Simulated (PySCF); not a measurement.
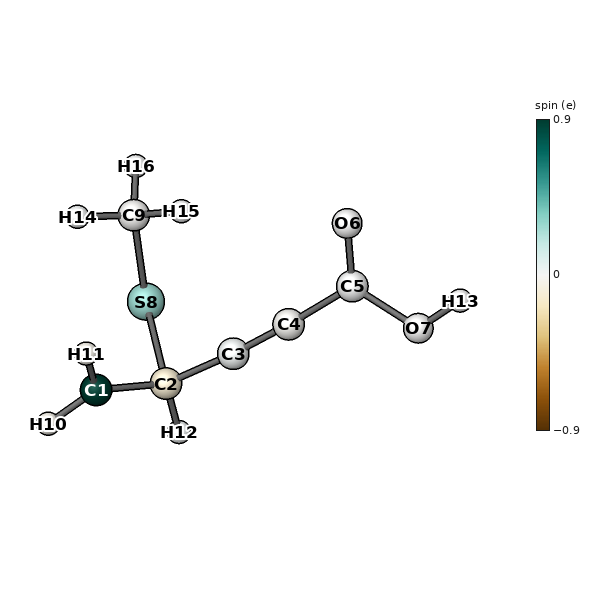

Atoms are coloured by their Mulliken spin populations. The species is neutral and a spin doublet. The computed structure is the end point of a GFN2-xTB optimisation. No frequency run is at hand to confirm it as a minimum. Level of theory: UKS B3LYP, pcH-1 on C H O S, non-relativistic (PySCF 2.14.0).

Which atom carries the largest spin population?

Answer. C1 (0.90 e).

Which atom has the lowest spin population?

Answer. C2 (−0.12 e); a negative value comes from spin polarisation.

Give the Mulliken spin populations atom by atom.

```json
{"atom": "C1", "value (e)": "0.90"}
{"atom": "C2", "value (e)": "−0.12"}
{"atom": "C3", "value (e)": "0.02"}
{"atom": "C4", "value (e)": "−0.02"}
{"atom": "C5", "value (e)": "0.00"}
{"atom": "O6", "value (e)": "0.00"}
{"atom": "O7", "value (e)": "0.00"}
{"atom": "S8", "value (e)": "0.29"}
{"atom": "C9", "value (e)": "−0.01"}
{"atom": "H10", "value (e)": "−0.04"}
{"atom": "H11", "value (e)": "−0.04"}
{"atom": "H12", "value (e)": "0.01"}
{"atom": "H13", "value (e)": "0.00"}
{"atom": "H14", "value (e)": "0.01"}
{"atom": "H15", "value (e)": "0.00"}
{"atom": "H16", "value (e)": "0.00"}
```

Mulliken values depend strongly on the basis set.
